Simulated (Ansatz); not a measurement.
# Cr2Mo, from a guessed structure to a relaxed one

Starting from a made-up structure for Cr2Mo, the aim is the relaxed cell, its shortest contacts and, where a second run follows, its electronic structure.

Program: Ansatz 0.2.0. Level of theory: DFT, PBE, plane-wave PAW, files of the set soft_1, scalar-relativistic, ferromagnetic start, cell and ions relaxed at zero pressure; PAW set soft_1. Results are calculated unless marked as measured.

**1. Set-up**

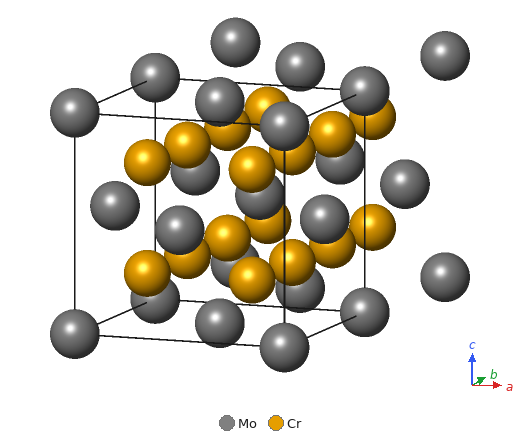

The starting structure, seen slightly off an axis (molybdenum grey, chromium orange). 1×2×1 cells are drawn. This picture shows the conventional cell, with its axes. Some periodic images of atoms are drawn too.

Structure file:

```cif
data_structure
_symmetry_space_group_name_H-M 'P 1'
_symmetry_Int_Tables_number 1
_cell_length_a 4.0439
_cell_length_b 4.0439
_cell_length_c 4.0439
_cell_angle_alpha 60.000
_cell_angle_beta 60.000
_cell_angle_gamma 60.000
_cell_volume 46.76
loop_
_atom_site_label
_atom_site_type_symbol
_atom_site_fract_x
_atom_site_fract_y
_atom_site_fract_z
_atom_site_occupancy
Mo1 Mo 0.00000 0.00000 0.00000 1
Cr2 Cr 0.75000 0.75000 0.75000 1
Cr3 Cr 0.25000 0.25000 0.25000 1
```

**2. Relaxation of the guess**

The guess takes its coordinates from another compound and its volume from a rule, so the cell and any free coordinates are relaxed together.

File input.yaml:

```yaml
crystal:
  lattice:
    - [0.0, 2.8595, 2.8595]
    - [2.8595, 0.0, 2.8595]
    - [2.8595, 2.8595, 0.0]
  atoms:
    - { symbol: Mo, position: [0.0, 0.0, 0.0], spin: 1.0 }
    - { symbol: Cr, position: [0.75, 0.75, 0.75], spin: 3.0 }
    - { symbol: Cr, position: [0.25, 0.25, 0.25], spin: 3.0 }
magnetization:
  spin_polarized: true
kpoints:
  mp_grid: { grid: [8, 8, 8] }
scf:
  occupations: { method: fermi_dirac, width: 0.05 }
hamiltonian:
  xc: pbe
  pseudopotentials: { kind: paw, azcp: { folder: soft_1 } }
relax:
  f_tol: 0.015
  max_steps: 70
  cell: {}
output:
  forces: true
  stress: true
```

On the command line:

```bash
$ ansatz run input.yaml --threads 4 --pin off --max-ram 10240MiB --backend cpu --events-out ev --progress --plain --runs-dir out
```

Numbers of over 12 decimals in the logs are rounded to 6 here.

Output:

```text
Engine: ansatz 0.2.0, aarch64-unknown-linux-gnu
Pseudopotentials: kind: paw
Pseudopotential: Mo, paw, valence charge 14, recommended cutoff 420 eV (normal), soft_1/Mo.paw.azcp
Pseudopotential: Cr, paw, valence charge 14, recommended cutoff 420 eV (normal), soft_1/Cr.paw.azcp
Functional definition: PBE
  parameter kappa = 0.804
  parameter beta = 0.066725
  exchange = pbe_x(kappa = kappa, mu = beta*pi^2/3)
  correlation = pbe_c(beta = beta)
Crystal: 3 atoms, lattice volume = 46.763 Å³
Basis set: ecut = 420 eV, 941 PW (Γ), exchange–correlation on 60×60×60 points (8 copies of the dense FFT grid, shifted against one another)
Bands: 30, of which v1, the nominal top of the filled ones, is band 21 counted from 1 (20 counted from 0)
Symmetry: 48 space group operations
Space group: Fm-3m (ITA 225), of the structure as read, at distance tolerance 3.6e-5 Å
Magnetic group: BNS 225.116 (UNI 1618), of the structure as read, at distance tolerance 3.6e-5 Å
k-points: 29 of 512
Non-local potential: Mo, projectors of the file, l = 0: 3, l = 1: 2, l = 2: 2, l = 3: 1
Non-local potential: Cr, projectors of the file, l = 0: 3, l = 1: 2, l = 2: 3, l = 3: 1
PAW form: soft (Blöchl's): semilocal exchange-correlation on the pseudo side does not see the compensation charge
PAW one-centre angular grid: Mo, 590 points (default); XC on 64 Gauss nodes
PAW one-centre angular grid: Cr, 590 points (default); XC on 64 Gauss nodes
Initial density: superposition of atomic densities (chi_scale 0.1, normalization cell)
Starting moments: Σ|m| = 7 μB on 3 of 3 sites
Initial wavefunctions: pseudopotential atomic-orbital guess
Functional: x = pbe(κ = 0.804, μ = 0.219515), c = pbe(β = 0.066725)
SCF iter   1: F=—  HF=-11709.526273 eV  |F-HF|=—  |Δ(HF+E_count)|=         —  Δρ=1.09e-1 (↑1.09e-1 ↓4.11e-2)  dr2=7.61e0  dr2_m=9.01e-1  M=4.843 μB ∫|m|=4.844 μB  β_m=0.30  ethr=3.10e-3  ⟨swp⟩=5.7  Hψ=6059  notcnv=0
Mixer restart at iter 1: flushing history
preconditioner: auto → Kerker (q_TF=auto, 2.680 Å⁻¹)  [metal: Δε(μ)=0.037 eV  Ē_g=5.542 eV  σ=0.050 eV  W_gap=0.18  n_scr=14 (ndim 8)  ℏωp=23.0 eV  f_vac=0.000  D(μ)=3.70/eV (n_scr^D=50)]
spin=Collinear: Kerker preconditioning applied to the charge; magnetization (m = ρ↑ − ρ↓) channel mixes plain (no charge-response kernel on spin).
SCF iter   2: F=—  HF=-11708.278534 eV  |F-HF|=—  |Δ(HF+E_count)|=    1.25e0  Δρ=6.09e-2 (↑6.09e-2 ↓2.79e-2)  dr2=2.35e0  dr2_m=3.68e-1  M=4.705 μB ∫|m|=4.754 μB  β_m=0.47  ethr=3.10e-3  ⟨swp⟩=2.0  Hψ=3486  notcnv=0  defer=83
SCF iter   3: F=—  HF=-11708.095012 eV  |F-HF|=—  |Δ(HF+E_count)|=   1.84e-1  Δρ=1.93e-2 (↑1.93e-2 ↓1.53e-2)  dr2=1.29e-1  dr2_m=8.01e-2  M=4.246 μB ∫|m|=4.677 μB  β_m=0.71  ethr=3.10e-3  ⟨swp⟩=2.8  Hψ=3165  notcnv=0  defer=84
SCF iter   4: F=—  HF=-11708.387230 eV  |F-HF|=—  |Δ(HF+E_count)|=         —  Δρ=1.04e-2 (↑1.04e-2 ↓6.11e-3)  dr2=2.21e-2  dr2_m=2.52e-2  M=3.823 μB ∫|m|=4.909 μB  β_m=0.71  ethr=3.07e-4  ⟨swp⟩=2.1  Hψ=3381  notcnv=0  defer=86
Mixer restart at iter 4: flushing history
SCF iter   5: F=—  HF=-11708.394026 eV  |F-HF|=—  |Δ(HF+E_count)|=   6.80e-3  Δρ=3.23e-3 (↑3.23e-3 ↓2.19e-3)  dr2=3.00e-3  dr2_m=2.76e-3  M=3.778 μB ∫|m|=4.911 μB  β_m=0.84  ethr=5.27e-5  ⟨swp⟩=2.0  Hψ=2702  notcnv=0  defer=86
SCF iter   6: F=—  HF=-11708.393999 eV  |F-HF|=—  |Δ(HF+E_count)|=   2.72e-5  Δρ=1.83e-3 (↑1.83e-3 ↓4.79e-4)  dr2=1.47e-3  dr2_m=4.95e-4  M=3.776 μB ∫|m|=4.953 μB  β_m=0.79  ethr=7.15e-6  ⟨swp⟩=2.0  Hψ=2675  notcnv=0  defer=86
SCF iter   7: F=—  HF=-11708.393414 eV  |F-HF|=—  |Δ(HF+E_count)|=   5.85e-4  Δρ=1.34e-3 (↑1.34e-3 ↓2.72e-4)  dr2=6.94e-4  dr2_m=1.98e-4  M=3.752 μB ∫|m|=4.931 μB  β_m=0.77  ethr=3.51e-6  ⟨swp⟩=2.1  Hψ=3043  notcnv=0  defer=86
SCF iter   8: F=—  HF=-11708.393663 eV  |F-HF|=—  |Δ(HF+E_count)|=   2.49e-4  Δρ=6.79e-4 (↑6.79e-4 ↓1.86e-4)  dr2=3.23e-4  dr2_m=3.19e-5  M=3.757 μB ∫|m|=4.938 μB  β_m=0.88  ethr=1.65e-6  ⟨swp⟩=2.2  Hψ=2034  notcnv=0  defer=84
SCF iter   9: F=—  HF=-11708.393712 eV  |F-HF|=—  |Δ(HF+E_count)|=   4.95e-5  Δρ=9.71e-5 (↑9.71e-5 ↓5.21e-5)  dr2=1.49e-5  dr2_m=4.78e-7  M=3.763 μB ∫|m|=4.946 μB  β_m=0.94  ethr=7.70e-7  ⟨swp⟩=2.2  Hψ=2329  notcnv=0  defer=84
SCF iter  10: F=—  HF=-11708.393704 eV  |F-HF|=—  |Δ(HF+E_count)|=   8.39e-6  Δρ=2.41e-5 (↑2.04e-5 ↓2.41e-5)  dr2=8.35e-7  dr2_m=9.90e-8  M=3.764 μB ∫|m|=4.947 μB  β_m=0.97  ethr=3.55e-8  ⟨swp⟩=2.0  Hψ=2247  notcnv=0  defer=84
SCF iter  11: F=—  HF=-11708.393704 eV  |F-HF|=—  |Δ(HF+E_count)|=   2.47e-7  Δρ=1.05e-5 (↑3.31e-6 ↓1.05e-5)  dr2=9.45e-8  dr2_m=1.06e-8  M=3.764 μB ∫|m|=4.946 μB  β_m=0.99  ethr=1.99e-9  ⟨swp⟩=2.2  Hψ=2308  notcnv=0  defer=84
SCF iter  12: F=—  HF=-11708.393704 eV  |F-HF|=—  |Δ(HF+E_count)|=   3.80e-9  Δρ=5.58e-6 (↑5.58e-6 ↓1.30e-6)  dr2=1.55e-8  dr2_m=4.20e-9  M=3.763 μB ∫|m|=4.946 μB  β_m=0.99  ethr=2.25e-10  ⟨swp⟩=2.0  Hψ=2260  notcnv=0  defer=84
SCF iter  13: F=-11708.393704 eV  HF=-11708.393704 eV  |F-HF|=1.61e-8  |Δ(HF+E_count)|=   4.54e-9  Δρ=3.47e-6 (↑3.47e-6 ↓1.75e-6)  dr2=1.73e-8  dr2_m=4.06e-10  M=3.763 μB ∫|m|=4.946 μB  ethr=3.69e-11  ⟨swp⟩=1.5  Hψ=4223  notcnv=0
SCF 1 converged in 13 iterations: F = -11708.393704 eV  dr2 = 1.73e-8
  greatest PAW one-centre occupation: 1.000 electrons in one spin orbital (limit 2), on the Cr atom at site 2 (counted from 0), in its partial waves of l = 0
relax step   1: F+E_penalty+E_count = -11708.39370385 eV  Δ(F+E_penalty+E_count) = +0.000e0 eV  max|allowed force component| = 4.626e-17 eV/Å  Δτ_max = 0.0000 Å  P = +8.656 GPa  Ω = 46.763 Å³  (13 SCF iters, dr2 threshold 1.00e-7 eV, accepted)
Crystal: 3 atoms, lattice volume = 49.436 Å³
Initial density: handed on by an earlier stage of this run
Starting moments: Σ|m| = 7 μB on 3 of 3 sites; this step starts from the density that it was given
Initial wavefunctions: those handed on with the density
iter 1 solved again at ethr=1.02e-4 eV; its pass at ethr=3.10e-3 eV (dr2=4.30e-2 eV) is discarded
SCF iter   1: F=—  HF=-11708.484209 eV  |F-HF|=—  |Δ(HF+E_count)|=         —  Δρ=2.14e-2 (↑2.14e-2 ↓1.30e-2)  dr2=4.31e-2  dr2_m=1.32e-1  M=4.013 μB ∫|m|=5.553 μB  β_m=0.30  ethr=1.02e-4  ⟨swp⟩=1.0  Hψ=8039  notcnv=0
preconditioner: auto → Kerker (q_TF=auto, 2.655 Å⁻¹)  [metal: Δε(μ)=0.036 eV  Ē_g=4.614 eV  σ=0.050 eV  W_gap=0.18  n_scr=14 (ndim 8)  ℏωp=22.4 eV  f_vac=0.002  D(μ)=2.90/eV (n_scr^D=26)]
spin=Collinear: Kerker preconditioning applied to the charge; magnetization (m = ρ↑ − ρ↓) channel mixes plain (no charge-response kernel on spin).
[...]
SCF iter   4: F=—  HF=-11708.471973 eV  |F-HF|=—  |Δ(HF+E_count)|=   1.21e-4  Δρ=2.05e-4 (↑1.84e-4 ↓2.05e-4)  dr2=1.48e-6  dr2_m=1.70e-5  M=4.054 μB ∫|m|=5.620 μB  β_m=0.54  ethr=2.86e-8  ⟨swp⟩=2.0  Hψ=2720  notcnv=0
SCF iter   5: F=—  HF=-11708.472017 eV  |F-HF|=—  |Δ(HF+E_count)|=   4.43e-5  Δρ=5.28e-5 (↑1.67e-5 ↓5.28e-5)  dr2=1.37e-6  dr2_m=4.06e-7  M=4.054 μB ∫|m|=5.619 μB  β_m=0.67  ethr=3.52e-9  ⟨swp⟩=2.0  Hψ=2839  notcnv=0
SCF iter   6: F=—  HF=-11708.472037 eV  |F-HF|=—  |Δ(HF+E_count)|=   1.95e-5  Δρ=2.03e-5 (↑2.03e-5 ↓1.27e-5)  dr2=4.62e-7  dr2_m=3.27e-8  M=4.054 μB ∫|m|=5.618 μB  β_m=0.84  ethr=3.27e-9  ⟨swp⟩=2.0  Hψ=2770  notcnv=0
SCF iter   7: F=—  HF=-11708.472040 eV  |F-HF|=—  |Δ(HF+E_count)|=   3.54e-6  Δρ=8.30e-6 (↑8.30e-6 ↓8.47e-7)  dr2=4.57e-8  dr2_m=8.00e-9  M=4.054 μB ∫|m|=5.618 μB  β_m=0.92  ethr=1.10e-9  ⟨swp⟩=2.2  Hψ=3010  notcnv=0
SCF iter   8: F=-11708.472041 eV  HF=-11708.472041 eV  |F-HF|=4.90e-9  |Δ(HF+E_count)|=   1.49e-7  Δρ=3.97e-6 (↑3.97e-6 ↓2.31e-6)  dr2=7.82e-9  dr2_m=3.28e-9  M=4.054 μB ∫|m|=5.618 μB  ethr=1.09e-10  ⟨swp⟩=2.0  Hψ=5366  notcnv=0
the starting moments were not kept: 1 of 3 ended reversed and 2 kept their direction, counting a site from 0.1 μB. The largest reversed, site 0 (counted from 0, in the order of the report's site_moments_mub), started with +1.0 μB and closes at -6.8e-1 μB in its sphere.
SCF 3 converged in 8 iterations: F = -11708.472041 eV  dr2 = 7.82e-9
relax step   3: F+E_penalty+E_count = -11708.47204061 eV  Δ(F+E_penalty+E_count) = -1.084e-3 eV  max|allowed force component| = 8.172e-17 eV/Å  Δτ_max = 0.0000 Å  P = +0.098 GPa  Ω = 49.801 Å³  energy of the carried Pulay correction = -1.201e-3 eV  (8 SCF iters, dr2 threshold 3.00e-7 eV, accepted)
[...]
relax step   4: F+E_penalty+E_count = -11708.47203793 eV  Δ(F+E_penalty+E_count) = +2.683e-6 eV  max|allowed force component| = 1.542e-16 eV/Å  Δτ_max = 0.0000 Å  P = +0.002 GPa  Ω = 49.842 Å³  energy of the carried Pulay correction = -1.217e-3 eV  (8 SCF iters, dr2 threshold 2.42e-8 eV, accepted)
Initial wavefunctions: pseudopotential atomic-orbital guess (no wavefunctions were taken with the density)
iter 1 solved again at ethr=8.49e-8 eV; its pass at ethr=3.10e-3 eV (dr2=3.57e-5 eV) is discarded
SCF iter   1: F=—  HF=-11708.470735 eV  |F-HF|=—  |Δ(HF+E_count)|=         —  Δρ=5.50e-4 (↑5.50e-4 ↓3.47e-4)  dr2=1.26e-5  dr2_m=5.39e-6  M=4.057 μB ∫|m|=5.627 μB  β_m=0.65  ethr=8.49e-8  ⟨swp⟩=3.2  Hψ=10577  notcnv=0
SCF iter   2: F=—  HF=-11708.472795 eV  |F-HF|=—  |Δ(HF+E_count)|=   2.06e-3  Δρ=2.02e-4 (↑2.02e-4 ↓1.22e-4)  dr2=3.67e-6  dr2_m=1.04e-6  M=4.057 μB ∫|m|=5.626 μB  β_m=0.50  ethr=2.99e-8  ⟨swp⟩=2.0  Hψ=2266  notcnv=0
SCF iter   3: F=—  HF=-11708.472991 eV  |F-HF|=—  |Δ(HF+E_count)|=   1.96e-4  Δρ=1.11e-4 (↑1.11e-4 ↓6.86e-5)  dr2=6.40e-7  dr2_m=2.64e-7  M=4.057 μB ∫|m|=5.627 μB  β_m=0.50  ethr=8.73e-9  ⟨swp⟩=2.0  Hψ=2876  notcnv=0
SCF iter   4: F=—  HF=-11708.473081 eV  |F-HF|=—  |Δ(HF+E_count)|=   8.99e-5  Δρ=1.00e-5 (↑1.00e-5 ↓5.94e-6)  dr2=6.39e-8  dr2_m=2.62e-9  M=4.057 μB ∫|m|=5.626 μB  β_m=0.60  ethr=1.52e-9  ⟨swp⟩=2.0  Hψ=2198  notcnv=0
SCF iter   5: F=—  HF=-11708.473082 eV  |F-HF|=—  |Δ(HF+E_count)|=   7.77e-7  Δρ=4.18e-6 (↑4.18e-6 ↓2.55e-6)  dr2=3.02e-8  dr2_m=4.86e-10  M=4.057 μB ∫|m|=5.626 μB  β_m=0.80  ethr=1.52e-10  ⟨swp⟩=2.0  Hψ=2274  notcnv=0
SCF iter   6: F=—  HF=-11708.473082 eV  |F-HF|=—  |Δ(HF+E_count)|=   1.99e-7  Δρ=2.71e-6 (↑2.71e-6 ↓1.28e-6)  dr2=2.18e-9  dr2_m=1.58e-9  M=4.057 μB ∫|m|=5.626 μB  β_m=0.90  ethr=7.18e-11  ⟨swp⟩=2.4  Hψ=3055  notcnv=0
SCF iter   7: F=—  HF=-11708.473091 eV  |F-HF|=—  |Δ(HF+E_count)|=   8.47e-6  Δρ=1.72e-6 (↑1.72e-6 ↓9.52e-7)  dr2=2.59e-9  dr2_m=3.95e-10  M=4.057 μB ∫|m|=5.626 μB  β_m=0.77  ethr=5.20e-12  ⟨swp⟩=2.5  Hψ=2988  notcnv=0
SCF iter   8: F=—  HF=-11708.473091 eV  |F-HF|=—  |Δ(HF+E_count)|=  7.89e-10  Δρ=6.48e-7 (↑6.48e-7 ↓1.67e-7)  dr2=1.45e-10  dr2_m=6.97e-11  M=4.057 μB ∫|m|=5.626 μB  β_m=0.89  ethr=5.20e-12  ⟨swp⟩=2.0  Hψ=2371  notcnv=0
SCF iter   9: F=—  HF=-11708.473091 eV  |F-HF|=—  |Δ(HF+E_count)|=  3.04e-10  Δρ=5.80e-8 (↑5.80e-8 ↓3.39e-8)  dr2=6.82e-12  dr2_m=1.92e-13  M=4.057 μB ∫|m|=5.626 μB  β_m=0.94  ethr=1.00e-12  ⟨swp⟩=2.0  Hψ=2280  notcnv=0
SCF iter  10: F=-11708.473091 eV  HF=-11708.473091 eV  |F-HF|=3.64e-12  |Δ(HF+E_count)|=  2.00e-11  Δρ=2.00e-8 (↑1.29e-8 ↓2.00e-8)  dr2=9.07e-13  dr2_m=1.22e-14  M=4.057 μB ∫|m|=5.626 μB  ethr=1.00e-12  ⟨swp⟩=4.2  Hψ=6363  notcnv=0
the starting moments were not kept: 1 of 3 ended reversed and 2 kept their direction, counting a site from 0.1 μB. The largest reversed, site 0 (counted from 0, in the order of the report's site_moments_mub), started with +1.0 μB and closes at -6.8e-1 μB in its sphere.
SCF 5 converged in 10 iterations: F = -11708.473091 eV  dr2 = 9.07e-13
relax step   5: F+E_penalty+E_count = -11708.47309080 eV  Δ(F+E_penalty+E_count) = -1.053e-3 eV  max|allowed force component| = 1.388e-16 eV/Å  Δτ_max = 0.0000 Å  P = -0.008 GPa  Ω = 49.842 Å³  stress off target by 7.82e-3 GPa  SCF on the basis re-selected at this cell (its energy is not comparable with the rows above)  (10 SCF iters)
basis re-selected at this cell: Δ(F+E_penalty+E_count) = -1.053e-3 eV, ΔP = -0.010 GPa vs the last step (what re-selecting the basis moved, of the pressure what is left beyond the Pulay correction that the steps carried, after the strain that the cell walked since its last selection, with what the two solves' SCF thresholds leave and, on support functions, any second-order correction that the steps lacked; it is no m [...]
SCF converged after 10 iterations
Magnetization: 4.0572 μB (23.0286 up, 18.9714 down)
Absolute magnetization: 5.6268 μB (∫|ρ↑−ρ↓|, with the PAW one-centre terms)
Spin contamination: 0.3510 ħ² per cell (⟨S²⟩ above its minimum at these occupations)
Per-site moments (μB) at R_I (Å): [(-0.684578, 1.043461), (2.178729, 1.043461), (2.178729, 1.043461)]
Free energy (F): -11708.473091 eV
Harris-Foulkes:  -11708.473091 eV  (|F-HF|=3.64e-12)
Internal energy: -11708.448445 eV  (E = F + TS)
E sigma→0 (E₀):  -11708.460768 eV
Entropy (-TS):   -0.024646 eV (-8.215 meV/atom)
Fermi energy:    14.597130 eV
--- Per-component energies (eV) ---
  E_band       = -542.944094
  E_kinetic    = 1026.496009
  E_local      = -3994.560361  (includes V_loc(G=0)·N_el)
  E_nonlocal   = 242.801257
  E_hartree    = 1701.617992
  E_xc         = -404.773405
  E_vxc        = -510.281149  (∫ρ·V_xc dr)
  E_paw        = -5656.126913  (= ΣΔE_a)
  E_vpaw       = -710.637576  (= ΣTr[D̂ρ^β])
  E_aug_tail   = 0.001713  (compensation charges beyond the density's cutoff)
  E_ewald      = -4623.904736
  E_smearing   = -0.024646  (= −TS)
  E_closure    = -0.000000  (closes the sum)
  Σ components = -11708.473091   (vs F -11708.473091, Δ=0.00e0)
--- Forces (eV/Å), atoms counted from 1 ---
  atom   1  Mo    -0.00000000     0.00000000    -0.00000000
  atom   2  Cr    -0.00000000    -0.00000000    -0.00000000
  atom   3  Cr     0.00000000     0.00000000     0.00000000
  max |Σ_I F_I| component: 1.85e-17 eV/Å
--- Stress (GPa, compression-positive) ---
       -0.007820       0.000000       0.000000
        0.000000      -0.007820       0.000000
        0.000000       0.000000      -0.007820
  P = ⅓ Tr σ = -0.0078 GPa (-0.078 kbar)
--- Relaxed structure (4 steps of the walk, 4 accepted, 1 SCFs on fresh bases) ---
  F+E_penalty+E_count = -11708.47309080 eV   max|allowed force component| = 1.388e-16 eV/Å   (the final SCF, on the basis selected at the relaxed cell)
  cell:  # Å, volume = 49.8420 Å³
    - [0, 2.920934, 2.920934]
    - [2.920934, 0, 2.920934]
    - [2.920934, 2.920934, 0]
  atoms:
    - { symbol: Mo, position: [0, 0, 0] }
    - { symbol: Cr, position: [0.75, 0.75, 0.75] }
    - { symbol: Cr, position: [0.25, 0.25, 0.25] }
```

Wall time 7.5 s (4 threads of Arm Neoverse V1, shared host); peak memory 0.4 GiB.

Step by step:

| step | energy less that of the first step (eV) | largest force component (eV/Å) | pressure (GPa) | volume (Å³) |
| --- | --- | --- | --- | --- |
| 1 | 0.0000 | 0.0000 | 8.66 | 46.76 |
| 2 | -0.0773 | 0.0000 | 0.98 | 49.44 |
| 3 | -0.0783 | 0.0000 | 0.10 | 49.80 |
| 4 | -0.0783 | 0.0000 | 0.00 | 49.84 |
| 5* | -0.0794 | 0.0000 | -0.01 | 49.84 |

Relaxation steps marked * repeat the geometry before them on a plane-wave basis chosen anew for their cell, so energy and pressure can jump there.

The run keeps the 48 symmetry operations that it works with, so distortions that break them were not tested.

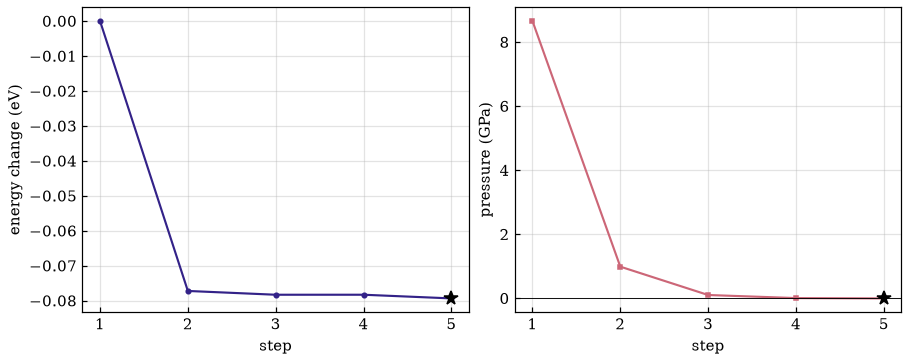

Energy and pressure along the relaxation. Stars mark steps on a basis chosen anew.

| conventional cell, symmetrised | before | after | change |
| --- | --- | --- | --- |
| a (Å) | 5.719 | 5.842 | +2.1 % |
| b (Å) | 5.719 | 5.842 | +2.1 % |
| c (Å) | 5.719 | 5.842 | +2.1 % |
| volume (Å³/atom) | 15.59 | 16.61 | +6.6 % |

Final coordinates:

```xyz
3
Lattice="0.0000 2.9209 2.9209 2.9209 0.0000 2.9209 2.9209 2.9209 0.0000" Properties=species:S:1:pos:R:3 pbc="T T T"
Mo    0.0000    0.0000    0.0000
Cr    4.3814    4.3814    4.3814
Cr    1.4605    1.4605    1.4605
```

Numbers from this step:

```yaml
free_energy: -11708.4731 eV
energy_at_zero_smearing: -11708.4608 eV
smearing_term_ts: 0.02465 eV
fermi_energy: 14.60 eV
magnetization: 4.057 μB
absolute_magnetization: 5.627 μB
site_moments: -0.6846, 2.179, 2.179 μB
electrons: 42
symmetry_operations: 48
pressure: -0.007820 GPa
```

Site moment by atom:

| atom | site moment (μB) |
| --- | --- |
| Mo1 | -0.68 |
| Cr2 | 2.18 |
| Cr3 | 2.18 |

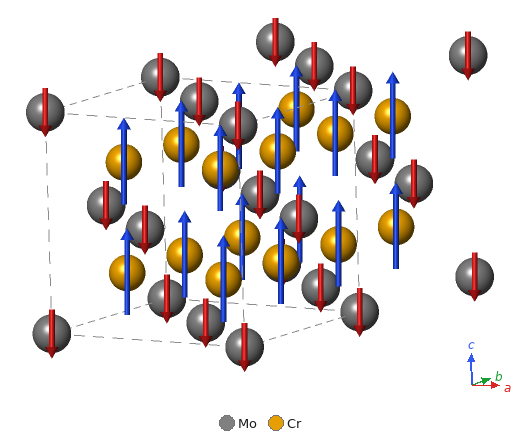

Site moment as arrows, the longest 2.18 μB. Up and down stand for the sign. Arrows give size and sign along the axis of quantisation, drawn up and down the page. Each arrow also spans its atom, so small moments look longer than they are. The two directions have two colours. 1×2×1 conventional cells are drawn. Some periodic images of atoms are drawn too.

Shortest distances by pair of elements, guess and relaxed (not always the same contact):

| pair | guess (Å) | relaxed (Å) |
| --- | --- | --- |
| Cr–Mo | 2.476 | 2.530 |
| Cr–Cr | 2.859 | 2.921 |
| Mo–Mo | 4.044 | 4.131 |

The relaxation ends with a pressure of -0.01 GPa.

**3. Summary of results**

```
space group, relaxed : Fm-3m
conventional cell    : a = 5.842, b = 5.842, c = 5.842 Å; α = 90.0°, β = 90.0°, γ = 90.0°
volume per atom      : 16.61 Å³ (guess 15.59)
total moment         : 4.06 μB in the cell of 3 atoms
```

Cr2Mo relaxes to Fm-3m with a = 5.842, b = 5.842 and c = 5.842 Å. The guessed volume was 6 % too small. The space group Fm-3m was held in the relaxation, so the end point is a stationary structure within it and may be a saddle against distortions or other arrangements. The input starts from parallel moments, and no other start was typed; the run left that order, and the end state is ferrimagnetic. Mesh and cutoff weren't tested. No dispersion term is used, so weakly bound directions may come out too long. Nothing here tests whether the compound is stable against decomposition.

[Logs are printed without paths, hosts, clocks, repeated set-up lines and the standing remarks that a program may print on its own settings, such as how far it seeks lower states.]

[Hosts, paths, dates, database ids (printed as entryN), source tags and the programs' standing remarks are cut or masked in the printed files.]
